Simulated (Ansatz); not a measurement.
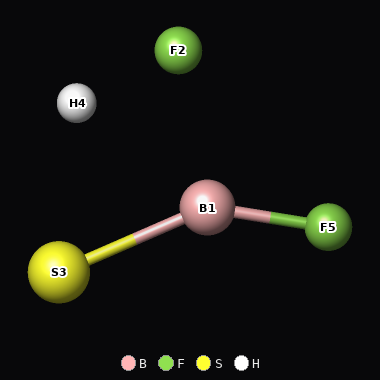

The system is the reacting system BF2HS (fragments BF₂HS where the first distance is long, BFS + FH where the second is long); the picture shows the reference structure. First axis: distance F2–H4 (bond that forms). Second axis: distance B1–F2 (bond that breaks). Relaxed at each point: all other coordinates. The scan uses a 13 × 13 grid. Points are written as (first, second). All energies are given in kJ/mol relative to the lowest grid point. The reference is spin-restricted, so regions where a bond is pulled apart into radicals lie too high. Theory: Ansatz 0.2.0, RKS PBE0-D4/def2-SVP.

Its coordinates:

```csv
atom,x (Å),y (Å),z (Å)
B,-0.0063,0.2762,-0.4687
F,-0.1487,0.4285,1.2013
S,0.2519,-1.3982,-0.6796
H,0.0376,-0.7412,0.9725
F,-0.1344,1.4347,-1.0253
```

Range: distance F2–H4 (bond that forms) from 0.819 to 2.619 Å; distance B1–F2 (bond that breaks) from 1.296 to 2.496 Å.

Predict the map.

Answer. The lowest grid point is at (2.619 Å, 1.296 Å). It lies at the edge of the scanned range, so the true minimum may lie outside. The highest grid point, (2.619 Å, 2.496 Å), lies 509 kJ/mol above the lowest. On the interpolated surface the lowest path from the side where the first distance is long, about (2.62 Å, 1.31 Å), to the side where the second distance is long, about (0.92 Å, 2.50 Å), has its top at (1.011 Å, 1.698 Å), about 240 kJ/mol above the start and 14 kJ/mol above the end.

```
second ↓, first →  0.819  0.900  1.011  1.137  1.275  1.422  1.576  1.737  1.903  2.075  2.252  2.433  2.619
            2.496    268    227    237    286    346    399    438    464    481    492    499    505    509
            2.372    270    228    237    284    338    384    415    435    447    455    460    464    468
            2.251    272    229    238    281    328    365    388    401    409    414    417    419    422
            2.134    275    232    238    276    315    342    357    364    367    368    370    371    372
            2.019    279    235    238    269    298    314    320    321    320    319    318    318    319
            1.908    285    239    238    260    277    282    281    276    271    267    264    262    262
            1.801    292    244    238    249    254    249    239    229    220    213    208    205    205
            1.698    302    251    238    238    229    214    197    182    169    159    153    149    148
            1.600    316    262    241    228    207    182    158    138    121    109    101     97     95
            1.508    336    278    248    222    190    156    125    100     81     67     57     52     50
            1.424    364    303    264    226    183    140    104     74     52     36     25     19     17
            1.350    403    339    290    242    189    138     96     63     39     21      9      3      1
            1.296    444    377    322    264    204    148    102     67     40     21      9      2      0
```

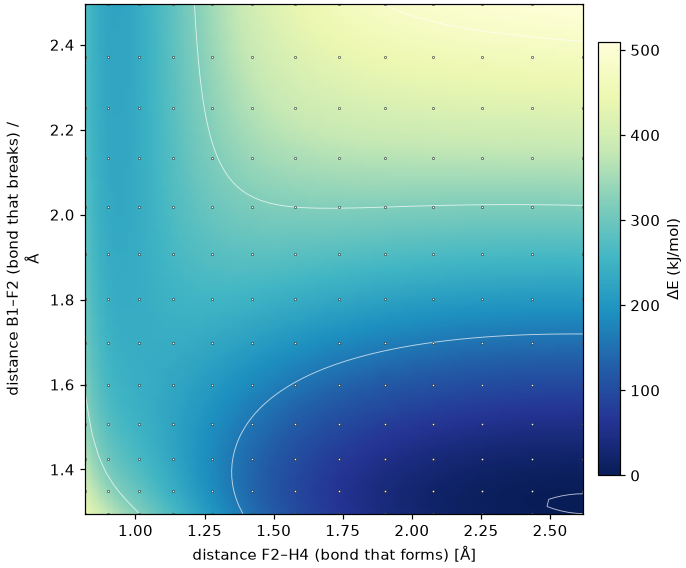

Drawn: a smooth colour map with a few white contour lines, dots at the grid points. Between grid points the surface is interpolated.

Time for the 169 points that were run: 19 min on 1 thread of Arm Neoverse V1, on a shared host.
